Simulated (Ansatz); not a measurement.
**Run report: CH6B2FGa, molecular dynamics (part 2 of 2)**

The same run, continued: CH6B2FGa, SMILES C[B]([GaH2])BF; RKS BLYP-d3bjatm/def2-SVP (Ansatz 0.2.0). The geometry comes from this level: PBE0-D4/def2-TZVP.

Geometry of the input (Å):
```
C  -1.4004  0.5394  -0.5113
B  -0.0626  0.0423  0.1347
Ga 1.2732  -1.1060  -0.9931
B  0.4066  0.3706  1.6981
F  1.1498  1.4262  2.0325
H  -2.2194  0.6923  0.1957
H  -1.1294  1.5479  -0.8703
H  -1.7695  -0.0052  -1.3819
H  2.3260  -0.4331  -1.9550
H  1.2765  -2.6818  -0.9507
H  0.1492  -0.3926  2.6014
```

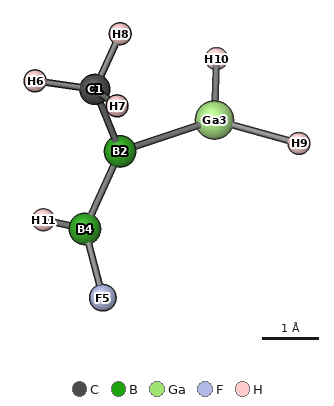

*The geometry at step 20 of the log (ball-and-stick view, seen at a tilt; atoms are numbered from 1 in the order of the input).*

**Trajectory as extended XYZ, continued**
```
11
Properties=species:S:1:pos:R:3:forces:R:3 step=8 time_fs=4.0 energy=-57571.68387 temperature=495.1
C    -1.3935    0.4866   -0.5285   -0.0203   1.3366  -0.0787
B    -0.0495    0.0518    0.1817   -0.6740  -0.0774  -1.9100
Ga    1.2668   -1.0962   -0.9883    0.3140   0.0359  -0.1768
B     0.3940    0.3887    1.6575    0.7858  -0.0122   1.5634
F     1.1642    1.4223    2.0512   -0.1048  -0.0354   0.1974
H    -2.2757    0.5540    0.1739    0.4597   0.1957  -0.4544
H    -1.1588    1.5568   -0.9551   -0.2986  -1.1147   0.8689
H    -1.6915   -0.0383   -1.4373   -0.2339  -0.5144  -0.3547
H     2.4122   -0.4532   -1.9266   -0.1923   0.0273   0.1427
H     1.2044   -2.6745   -1.1413   -0.0712  -0.1085   0.0782
H     0.1267   -0.4930    2.4870    0.0356   0.2670   0.1239
11
Properties=species:S:1:pos:R:3:forces:R:3 step=10 time_fs=5.0 energy=-57571.64686 temperature=470.6
C    -1.3916    0.4740   -0.5334   -0.1267   0.8108  -0.6443
B    -0.0468    0.0551    0.1893   -0.8092  -0.1339  -2.2595
Ga    1.2654   -1.0936   -0.9872    0.3909  -0.1050  -0.2514
B     0.3944    0.3927    1.6497    0.9235  -0.0351   2.0147
F     1.1682    1.4231    2.0556   -0.2035  -0.1769   0.2006
H    -2.2780    0.5146    0.1608    0.3937   0.2382  -0.4091
H    -1.1726    1.5391   -0.9592   -0.2857  -0.9728   0.8296
H    -1.6778   -0.0688   -1.4614   -0.0543  -0.1817   0.2133
H     2.4299   -0.4618   -1.9223   -0.2568   0.0247   0.1941
H     1.1847   -2.6792   -1.1843   -0.0851   0.0416   0.1169
H     0.1191   -0.5207    2.4662    0.1131   0.4901  -0.0049
11
Properties=species:S:1:pos:R:3:forces:R:3 step=12 time_fs=6.0 energy=-57571.60640 temperature=454.6
C    -1.3897    0.4624   -0.5375   -0.2771   0.0759  -1.0601
B    -0.0452    0.0593    0.1947   -0.9029  -0.1962  -2.4834
Ga    1.2644   -1.0920   -0.9863    0.4586  -0.2517  -0.3288
B     0.3958    0.3972    1.6435    1.0523  -0.0491   2.3280
F     1.1723    1.4245    2.0603   -0.2863  -0.2922   0.2043
H    -2.2836    0.4776    0.1440    0.3507   0.2565  -0.3533
H    -1.1895    1.5117   -0.9563   -0.2212  -0.5563   0.6670
H    -1.6604   -0.1000   -1.4845    0.0715   0.1232   0.7042
H     2.4495   -0.4688   -1.9146   -0.3202   0.0150   0.2411
H     1.1646   -2.6862   -1.2256   -0.0908   0.2130   0.1627
H     0.1180   -0.5463    2.4448    0.1655   0.6619  -0.0817
11
Properties=species:S:1:pos:R:3:forces:R:3 step=13 time_fs=6.5 energy=-57571.58592 temperature=438.7
C    -1.3892    0.4565   -0.5395   -0.3102  -0.2913  -1.2291
B    -0.0448    0.0617    0.1960   -0.9285  -0.2164  -2.5308
Ga    1.2640   -1.0912   -0.9860    0.4876  -0.3116  -0.3649
B     0.3965    0.3995    1.6412    1.1212  -0.0346   2.4129
F     1.1748    1.4256    2.0629   -0.3345  -0.3556   0.1992
H    -2.2862    0.4600    0.1328    0.2898   0.2572  -0.2819
H    -1.2004    1.4971   -0.9542   -0.1746  -0.2997   0.5633
H    -1.6510   -0.1146   -1.4942    0.1086   0.2371   0.8781
H     2.4594   -0.4714   -1.9093   -0.3477   0.0090   0.2602
H     1.1544   -2.6889   -1.2451   -0.0912   0.2869   0.1851
H     0.1195   -0.5572    2.4335    0.1795   0.7190  -0.0921
11
Properties=species:S:1:pos:R:3:forces:R:3 step=15 time_fs=7.5 energy=-57571.55565 temperature=412.2
C    -1.3885    0.4451   -0.5451   -0.2458  -0.9681  -1.3544
B    -0.0446    0.0670    0.1958   -0.9241  -0.2366  -2.5074
Ga    1.2637   -1.0894   -0.9861    0.5168  -0.4298  -0.4236
B     0.3985    0.4045    1.6375    1.2283   0.0299   2.4302
F     1.1807    1.4281    2.0688   -0.4265  -0.4795   0.1821
H    -2.2878    0.4230    0.1073    0.0806   0.2749  -0.0628
H    -1.2210    1.4671   -0.9521   -0.0902   0.2937   0.3302
H    -1.6330   -0.1396   -1.5029    0.1288   0.3175   0.9563
H     2.4733   -0.4740   -1.8999   -0.3731   0.0061   0.2776
H     1.1383   -2.6935   -1.2809   -0.0882   0.4217   0.2307
H     0.1224   -0.5730    2.4093    0.1935   0.7702  -0.0589
11
Properties=species:S:1:pos:R:3:forces:R:3 step=17 time_fs=8.5 energy=-57571.54709 temperature=431.4
C    -1.3888    0.4332   -0.5521   -0.0446  -1.4100  -1.2675
B    -0.0462    0.0720    0.1919   -0.8271  -0.2168  -2.3019
Ga    1.2632   -1.0870   -0.9874    0.4906  -0.5273  -0.4442
B     0.4020    0.4092    1.6351    1.2589   0.1032   2.2578
F     1.1872    1.4306    2.0752   -0.4995  -0.5876   0.1605
H    -2.2867    0.3900    0.0823   -0.1899   0.2717   0.1826
H    -1.2387    1.4420   -0.9492   -0.0313   0.8206   0.1076
H    -1.6104   -0.1602   -1.5007    0.0613   0.2549   0.7629
H     2.4792   -0.4767   -1.8890   -0.3406   0.0252   0.2550
H     1.1212   -2.6934   -1.3130   -0.0809   0.5055   0.2684
H     0.1242   -0.5821    2.3853    0.2031   0.7606   0.0188
11
Properties=species:S:1:pos:R:3:forces:R:3 step=18 time_fs=9.0 energy=-57571.55039 temperature=462.8
C    -1.3886    0.4263   -0.5561    0.0994  -1.5028  -1.1910
B    -0.0473    0.0739    0.1889   -0.7437  -0.1941  -2.1284
Ga    1.2630   -1.0860   -0.9882    0.4484  -0.5610  -0.4348
B     0.4046    0.4112    1.6348    1.2330   0.1183   2.1012
F     1.1901    1.4316    2.0785   -0.5180  -0.6231   0.1571
H    -2.2852    0.3747    0.0681   -0.3589   0.2581   0.3301
H    -1.2469    1.4318   -0.9471   -0.0097   1.0210   0.0157
H    -1.5977   -0.1687   -1.4972    0.0096   0.1732   0.5790
H     2.4793   -0.4768   -1.8803   -0.2939   0.0446   0.2229
H     1.1106   -2.6900   -1.3300   -0.0751   0.5195   0.2826
H     0.1258   -0.5862    2.3737    0.2087   0.7462   0.0656
11
Properties=species:S:1:pos:R:3:forces:R:3 step=20 time_fs=10.0 energy=-57571.56868 temperature=484.1
C    -1.3876    0.4122   -0.5648    0.2545  -1.3935  -0.8229
B    -0.0510    0.0788    0.1812   -0.5044  -0.1398  -1.6765
Ga    1.2629   -1.0837   -0.9899    0.3602  -0.5807  -0.4010
B     0.4126    0.4143    1.6354    1.0951   0.1463   1.6344
F     1.1953    1.4332    2.0848   -0.4990  -0.6380   0.1725
H    -2.2869    0.3460    0.0399   -0.5746   0.2240   0.5584
H    -1.2661    1.4171   -0.9414    0.0194   1.2732  -0.1186
H    -1.5749   -0.1814   -1.4837   -0.1041  -0.1192  -0.0038
H     2.4822   -0.4749   -1.8585   -0.1988   0.0747   0.1566
H     1.0857   -2.6786   -1.3594   -0.0588   0.5054   0.2943
H     0.1328   -0.5896    2.3503    0.2105   0.6475   0.2067
11
Properties=species:S:1:pos:R:3:forces:R:3 step=22 time_fs=11.0 energy=-57571.58361 temperature=488.0
C    -1.3856    0.3975   -0.5730    0.1154  -0.8810  -0.2800
B    -0.0558    0.0837    0.1724   -0.1901  -0.0791  -1.1693
Ga    1.2631   -1.0815   -0.9919    0.2612  -0.5858  -0.3493
B     0.4235    0.4169    1.6367    0.8673   0.1909   1.0287
F     1.1994    1.4339    2.0912   -0.4125  -0.5818   0.2171
H    -2.2966    0.3187    0.0153   -0.5162   0.2107   0.6118
H    -1.2857    1.4106   -0.9383    0.0163   1.2115  -0.1300
H    -1.5575   -0.1897   -1.4689   -0.2055  -0.5137  -0.7218
H     2.4879   -0.4764   -1.8336   -0.0904   0.1119   0.0829
H     1.0617   -2.6646   -1.3850   -0.0458   0.4654   0.2953
H     0.1404   -0.5870    2.3243    0.2002   0.4510   0.4146
11
Properties=species:S:1:pos:R:3:forces:R:3 step=23 time_fs=11.5 energy=-57571.58867 temperature=466.4
C    -1.3843    0.3901   -0.5773   -0.0356  -0.4722   0.0153
B    -0.0582    0.0862    0.1681   -0.0216  -0.0451  -0.9093
Ga    1.2632   -1.0805   -0.9928    0.2048  -0.5765  -0.3072
B     0.4292    0.4191    1.6382    0.7230   0.1815   0.6967
F     1.2009    1.4343    2.0942   -0.3420  -0.5163   0.2566
H    -2.3028    0.3057    0.0060   -0.3986   0.2141   0.5729
H    -1.2943    1.4119   -0.9373   -0.0002   1.0147  -0.0861
H    -1.5497   -0.1949   -1.4619   -0.2545  -0.7088  -1.0863
H     2.4916   -0.4787   -1.8188   -0.0259   0.1352   0.0391
H     1.0491   -2.6560   -1.3956   -0.0418   0.4277   0.2883
H     0.1451   -0.5847    2.3124    0.1923   0.3457   0.5202
11
Properties=species:S:1:pos:R:3:forces:R:3 step=25 time_fs=12.5 energy=-57571.60342 temperature=478.7
C    -1.3821    0.3744   -0.5857   -0.4341   0.3536   0.2927
B    -0.0614    0.0915    0.1597    0.2732   0.0154  -0.4217
Ga    1.2632   -1.0789   -0.9943    0.1027  -0.4683  -0.1988
B     0.4399    0.4239    1.6422    0.4288   0.1632   0.0508
F     1.2038    1.4349    2.1002   -0.1878  -0.3606   0.3453
H    -2.3172    0.2854   -0.0071   -0.0695   0.2056   0.4034
H    -1.3085    1.4221   -0.9346   -0.0361   0.3700   0.0453
H    -1.5341   -0.2129   -1.4590   -0.3125  -0.8446  -1.4385
H     2.4989   -0.4816   -1.7864    0.1106   0.1818  -0.0496
H     1.0233   -2.6296   -1.4140   -0.0476   0.2613   0.2475
H     0.1521   -0.5770    2.2930    0.1723   0.1227   0.7237
11
Properties=species:S:1:pos:R:3:forces:R:3 step=27 time_fs=13.5 energy=-57571.61867 temperature=494.6
C    -1.3802    0.3581   -0.5933   -1.0199   0.7536   0.0575
B    -0.0637    0.0969    0.1507    0.5287   0.0557   0.0190
Ga    1.2634   -1.0772   -0.9958    0.0054  -0.3025  -0.0733
B     0.4495    0.4287    1.6454    0.1650   0.1211  -0.4654
F     1.2064    1.4348    2.1069   -0.0416  -0.1946   0.4117
H    -2.3338    0.2693   -0.0114    0.3743   0.1959   0.1251
H    -1.3190    1.4334   -0.9322   -0.0636  -0.2886   0.1431
H    -1.5228   -0.2434   -1.4715   -0.2889  -0.5380  -1.1243
H     2.5055   -0.4838   -1.7531    0.2608   0.2303  -0.1395
H     0.9953   -2.5973   -1.4307   -0.0678   0.0346   0.1846
H     0.1622   -0.5684    2.2819    0.1475  -0.0674   0.8616
11
Properties=species:S:1:pos:R:3:forces:R:3 step=28 time_fs=14.0 energy=-57571.61923 temperature=479.7
C    -1.3791    0.3504   -0.5961   -1.2813   0.7811  -0.2441
B    -0.0648    0.0998    0.1457    0.6719   0.0649   0.2448
Ga    1.2632   -1.0763   -0.9964   -0.0227  -0.1905  -0.0155
B     0.4545    0.4309    1.6466    0.0360   0.0859  -0.6680
F     1.2081    1.4350    2.1105    0.0206  -0.1254   0.4319
H    -2.3390    0.2621   -0.0124    0.5210   0.1820   0.0256
H    -1.3239    1.4377   -0.9296   -0.0695  -0.5454   0.1613
H    -1.5182   -0.2613   -1.4817   -0.2584  -0.2711  -0.8003
H     2.5087   -0.4832   -1.7379    0.3225   0.2462  -0.1737
H     0.9814   -2.5796   -1.4381   -0.0840  -0.1003   0.1443
H     0.1672   -0.5647    2.2796    0.1439  -0.1274   0.8937
11
Properties=species:S:1:pos:R:3:forces:R:3 step=30 time_fs=15.0 energy=-57571.59734 temperature=447.9
C    -1.3777    0.3362   -0.6014   -1.6647   0.7082  -0.8850
B    -0.0669    0.1060    0.1364    0.9304   0.0753   0.6627
Ga    1.2627   -1.0746   -0.9975   -0.0634   0.0088   0.0857
B     0.4645    0.4351    1.6491   -0.2367  -0.0691  -0.9883
F     1.2114    1.4353    2.1173    0.1424   0.0089   0.4771
H    -2.3452    0.2487   -0.0161    0.6841   0.1391  -0.0968
H    -1.3349    1.4429   -0.9231   -0.0645  -0.9210   0.1574
H    -1.5092   -0.2963   -1.5054   -0.2047   0.2639  -0.1356
H     2.5154   -0.4798   -1.7080    0.4242   0.2598  -0.2293
H     0.9496   -2.5486   -1.4497   -0.1102  -0.3259   0.0654
H     0.1772   -0.5628    2.2777    0.1632  -0.1480   0.8866
```

**Key numbers**

```tsv
quantity	value
outcome	finished
mean temperature over the second half	464 K
trajectory	30 steps, 15 fs
ensemble	nvt_langevin
temperature in the input	700 K
time step	0.5 fs
potential energy (last step)	−57571.5977 eV
mean-field energy (last step)	−57571.1696 eV
dispersion energy (last step)	−0.4281 eV
SCF solution under orbital rotations (last step)	stable
largest force (length of the vector) (last step)	2.014 eV/Å
dipole moment (last step)	1.65 D
hardware	4 threads of Arm Neoverse V2, 23 GiB of memory available, shared host
wall time	36 s (CPU time 2.3 min)
peak memory	0.46 GiB
```

**Remarks**

So short a trajectory is not equilibrated. The logged temperature at the start can lie below the typed one, since it is counted over all degrees of freedom. The temperature stays far from the 700 K of the thermostat over the second half: the run isn't equilibrated.
